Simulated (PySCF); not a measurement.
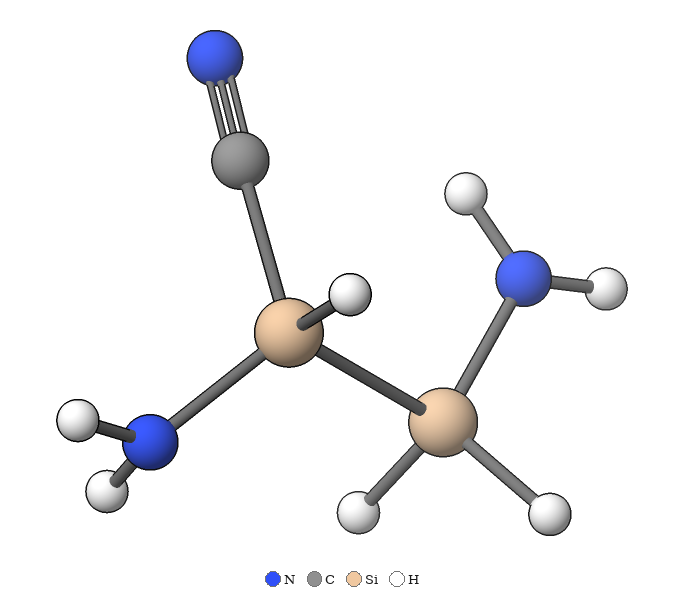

Rendered structure (ball-and-stick style). Double and triple bonds are drawn as two and three sticks.

**Give the formula.**

CH₇N₃Si₂, 13 atoms: 1 carbon, 7 hydrogen, 3 nitrogen and 2 silicon.

**What is its SMILES?**

N#C[Si@@H](N)[SiH2]N

**Does it have rings?**

It has no ring.

**Name some functional groups or characteristic bonds that it holds.**

Among them: nitrile, Si–H bond, Si–N bond.

More results for the same structure follow; atom numbers are the same in all pictures, views and colours differ. The computed structure is the end point of a PBE0-D3(BJ)/def2-SVP optimisation. No frequency run is at hand to confirm it as a minimum.

### Shape

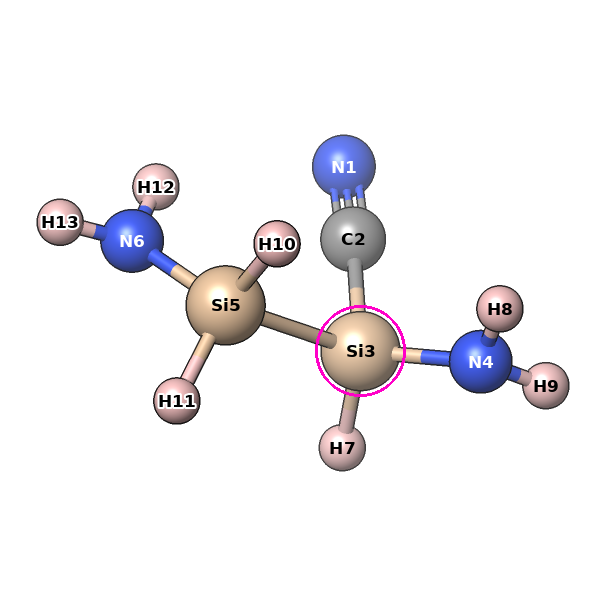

Distant atoms are faded towards the background colour. Circles mark the stereogenic atoms. No frequency run is at hand to confirm it as a minimum.

**What are the Cahn–Ingold–Prelog descriptors?**

Si3: S (priorities Si5 > N4 > C2 > H7).

### Levels of theory compared

No frequency run is at hand to confirm it as a minimum. Program: PySCF 2.14.0.

At this fixed geometry, give dipole (D), HOMO–LUMO gap (eV), HOMO energy (eV) at these levels: B97-D/pcSseg-1; LC-wPBE/pcSseg-1; LDA/pcSseg-1; OPBE/pcSseg-1; PBE0/6-31G*; PBE0/IGLO-III; PBE0/STO-3G; mPW1PW91/pcSseg-1; ωB97X-D/pcSseg-1.

```tsv
level	dipole (D)	HOMO–LUMO gap (eV)	HOMO energy (eV)
B97-D/pcSseg-1	2.85	4.54	−6.10
LC-wPBE/pcSseg-1	2.90	11.64	−10.25
LDA/pcSseg-1	2.92	4.26	−6.20
OPBE/pcSseg-1	2.79	4.53	−6.08
PBE0/6-31G*	2.77	6.64	−7.25
PBE0/IGLO-III	2.99	6.58	−7.56
PBE0/STO-3G	2.94	8.18	−3.82
mPW1PW91/pcSseg-1	2.92	6.70	−7.53
ωB97X-D/pcSseg-1	2.93	10.31	−9.39
```

### Bond orders

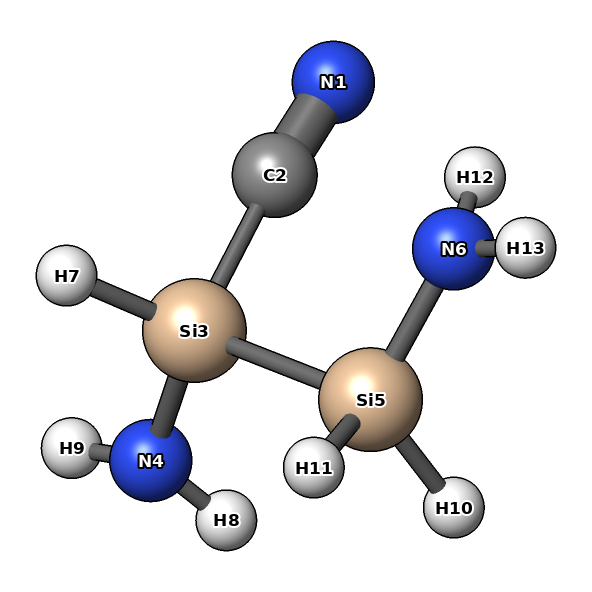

The thickness of each stick grows with its Mayer bond order. No frequency run is at hand to confirm it as a minimum. Method: PBE0/6-31G* (PySCF 2.14.0).

List the Mayer bond orders of N1–C2, C2–Si3, Si3–N4, Si3–Si5, Si3–H7, N4–H8, N4–H9, Si5–N6, Si5–H10, Si5–H11, N6–H12, N6–H13.

| bond | Mayer order | length (Å) |
| --- | --- | --- |
| N1–C2 | 2.78 | 1.161 |
| C2–Si3 | 0.85 | 1.886 |
| Si3–N4 | 1.09 | 1.721 |
| Si3–Si5 | 0.91 | 2.345 |
| Si3–H7 | 0.93 | 1.489 |
| N4–H8 | 0.83 | 1.014 |
| N4–H9 | 0.82 | 1.014 |
| Si5–N6 | 1.08 | 1.727 |
| Si5–H10 | 0.88 | 1.507 |
| Si5–H11 | 0.93 | 1.494 |
| N6–H12 | 0.81 | 1.015 |
| N6–H13 | 0.83 | 1.013 |

### NMR shielding

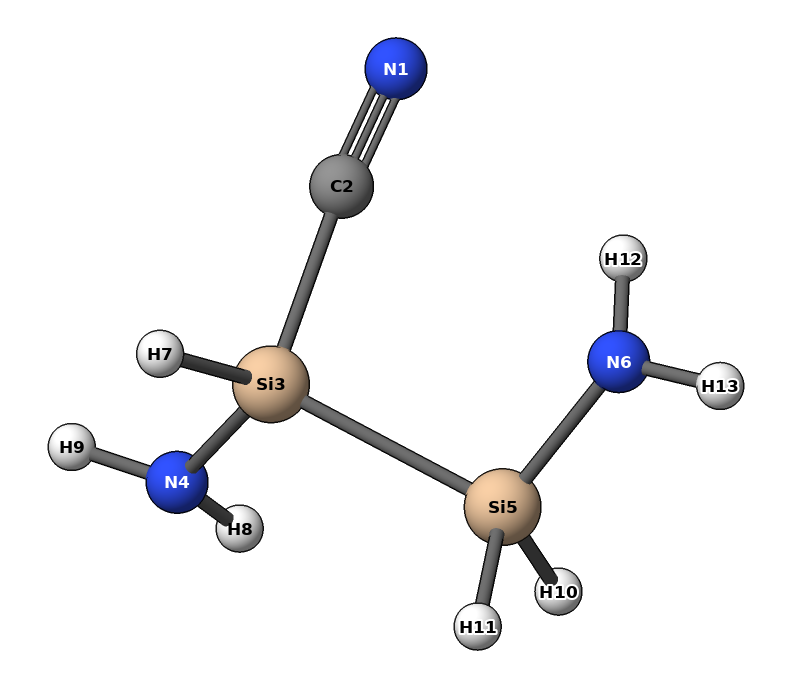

The questions are on isotropic NMR shieldings of the N atoms. No frequency run is at hand to confirm it as a minimum. Properties computed with GIAO BHandHLYP/pcSseg-1 NMR shielding, non-relativistic, gas phase (PySCF 2.14.0).

List the isotropic NMR shieldings of the N atoms.

```json
{"atom": "N1", "σ (ppm)": "−104.2"}
{"atom": "N4", "σ (ppm)": "256.0"}
{"atom": "N6", "σ (ppm)": "268.2"}
```
